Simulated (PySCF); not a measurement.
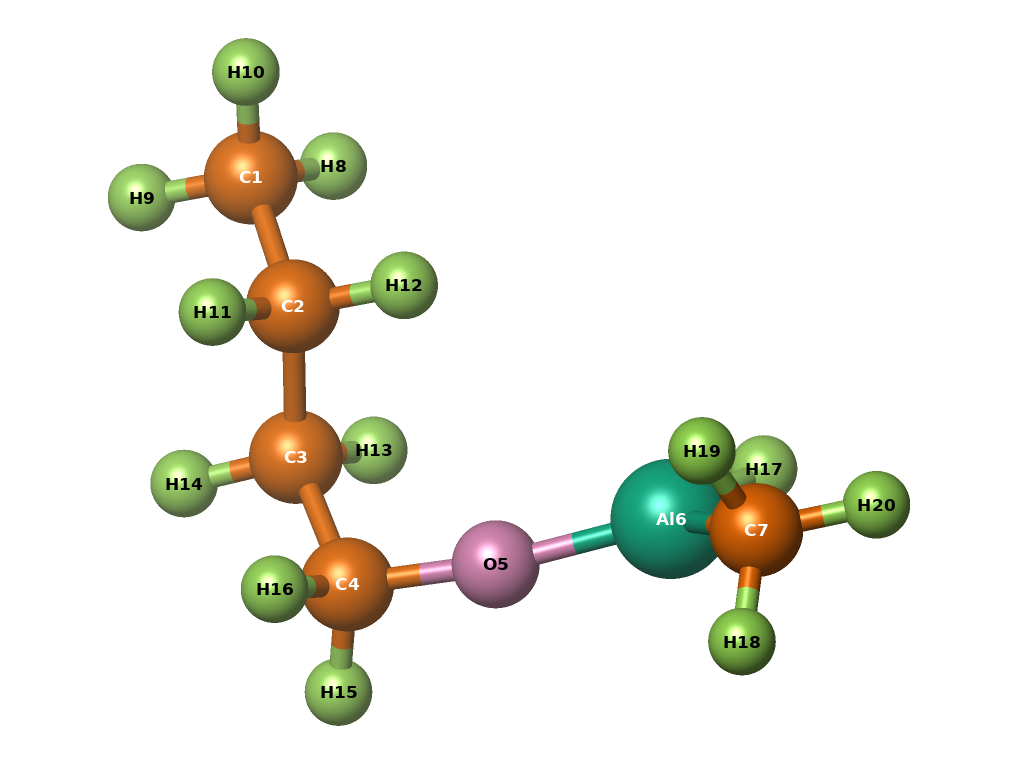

The computed structure is the end point of a GFN2-xTB optimisation. No frequency run is at hand to confirm it as a minimum. Electric field gradients from the ground-state density, PBE0/pcSseg-1 (PySCF 2.14.0), non-relativistic apart from any core potentials.

Give the largest field-gradient component, the quadrupole coupling constant and the asymmetry for 17O at O5 (Q = −25.6 mb), 27Al at Al6 (Q = 146.6 mb), 2H at H8 (Q = 2.86 mb), 2H at H9 (Q = 2.86 mb), 2H at H10 (Q = 2.86 mb), 2H at H11 (Q = 2.86 mb).

```json
{"atom": "O5", "V_zz (a.u.)": "1.697", "e²qQ/h (MHz)": "−10.21", "η": "0.28"}
{"atom": "Al6", "V_zz (a.u.)": "1.218", "e²qQ/h (MHz)": "41.9", "η": "0.32"}
{"atom": "H8", "V_zz (a.u.)": "0.315", "e²qQ/h (MHz)": "0.212", "η": "0.02"}
{"atom": "H9", "V_zz (a.u.)": "0.315", "e²qQ/h (MHz)": "0.211", "η": "0.02"}
{"atom": "H10", "V_zz (a.u.)": "0.317", "e²qQ/h (MHz)": "0.213", "η": "0.01"}
{"atom": "H11", "V_zz (a.u.)": "0.303", "e²qQ/h (MHz)": "0.204", "η": "0.02"}
```

The geometry is semi-empirical. Around Al such bond lengths and angles can be off by a tenth of an ångström or more and by several degrees, and values that hang on the shape move with them.
